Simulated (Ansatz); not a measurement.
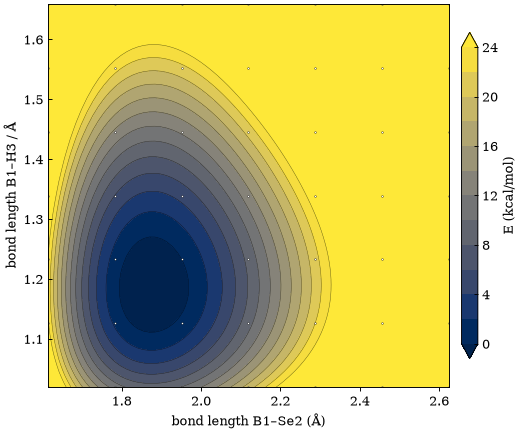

BH2Se, SMILES [BH][SeH], spin multiplicity 2. The first coordinate is: bond length B1–Se2; the second: bond length B1–H3. Nothing is relaxed (all other coordinates rigid). The grid has 7 × 7 points. Energies: kcal/mol, counted from the lowest grid point. The calculation used UKS r2SCAN0-D4/def2-TZVP (Ansatz 0.2.0).

In the figure: filled contours, dots at the grid points, one colour for all values above the top of the scale. Between grid points the surface is interpolated.

**Where is the minimum, and how stiff is the well along each coordinate?**

The interpolated minimum is at bond length B1–Se2 ≈ 1.874 Å, bond length B1–H3 ≈ 1.185 Å. The curvatures there are about 22 eV/Å² and 26 eV/Å², with a cross term of about 0 eV/Å². Round the minimum the two coordinates are nearly uncoupled. (1 eV is 23.1 kcal/mol.)
